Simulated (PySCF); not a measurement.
**C5H6Si (SMILES C#C[SiH2]C1C=C1): density, localisation and related maps**

Input file:

```
{"job": {"kind": "uv", "xc": "B3LYP", "basis": "def2-SVPD", "nstates": 8, "ntriplets": 3}, "charge": 0, "multiplicity": 1}
C     -3.094730    -0.496054     0.495967
C     -2.066031     0.068853     0.235069
Si    -0.496810     0.967181    -0.163991
C      0.848697    -0.299851    -0.553982
C      2.310154    -0.014083    -0.282704
C      1.755199    -0.864880     0.517674
H     -3.994121    -0.993681     0.722618
H     -0.110249     1.763199     1.007649
H     -0.746578     1.819735    -1.334696
H      0.640073    -0.958622    -1.400640
H      3.154542     0.540191    -0.610610
H      1.801053    -1.532674     1.341618
```

Command:

```sh
OMP_NUM_THREADS=1 python probes_run.py task.json out
```

Geometry: GFN2-xTB.

Method: B3LYP/def2-SVPD, SCF density, gas phase in PySCF.

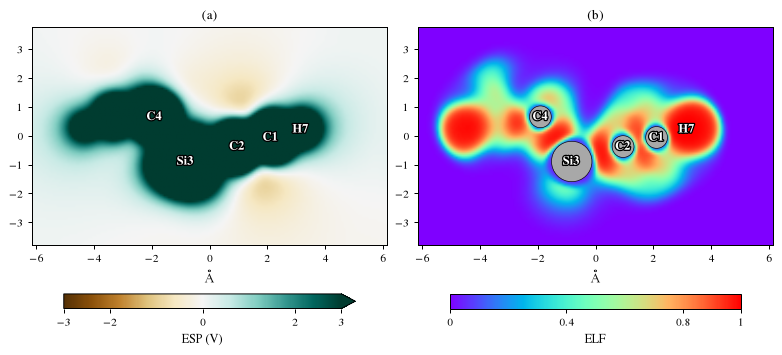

Figure 1. (a) molecular electrostatic potential; (b) electron localisation function on the plane of atoms C2, Si3 and C4. Grey discs cover the atomic cores in the ELF map.

What do the fields say about this system?

Atoms in the plane: C, Si and H.
C–C (1.20 Å): the ELF peaks at about 0.85 between the atoms; a short, multiple covalent bond.
C–Si (1.85 Å): the ELF peaks at about 0.95 between the atoms: a covalent bond.
C–H (1.05 Å): the ELF climbs to about 1 towards the hydrogen, as it does in any bond to H: a covalent bond by its length.
Outside the dense part of the molecule the potential is most negative (−0.9 V) near C2.

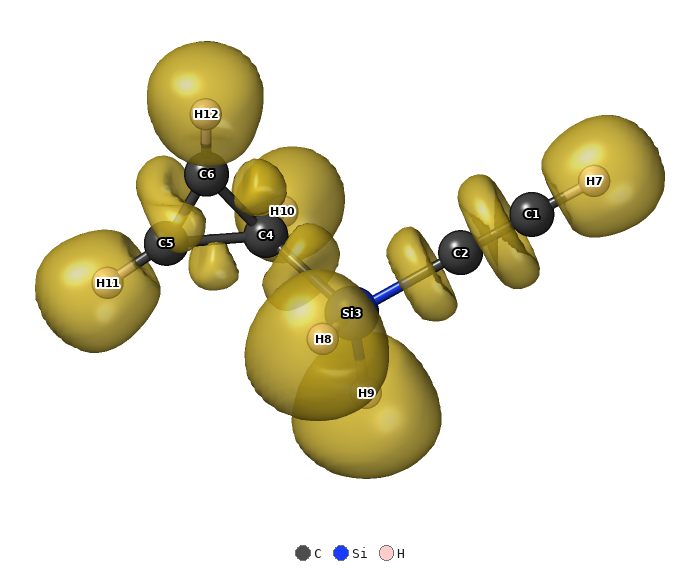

Figure 2. Isosurface of the ELF at 0.8 (yellow), seen across its widest extent. Core shells and regions of very low density are left out.

Where are the electrons localised?

The surface consists of four regions between bonded C–C atoms (shared pairs), two regions between bonded C–Si atoms (shared pairs) and six regions around hydrogen nuclei.

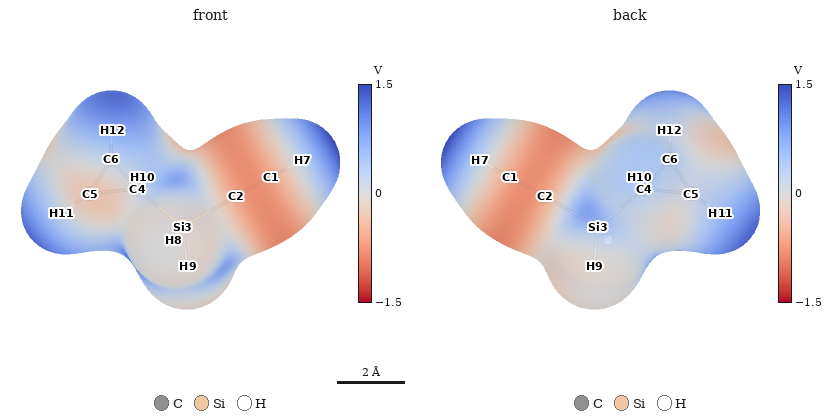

Figure 3. The electrostatic potential painted on the density surface at 0.002 e/bohr³, seen from the front and from behind; the colour scale runs from red (negative) to blue (positive).

Describe the electrostatic potential map.

The most negative region (about −0.8 V) lies over C1 and C2, the most positive (about +1.4 V) over H7.

What dipole moment does the calculation give?

Its dipole moment is 1.17 D.
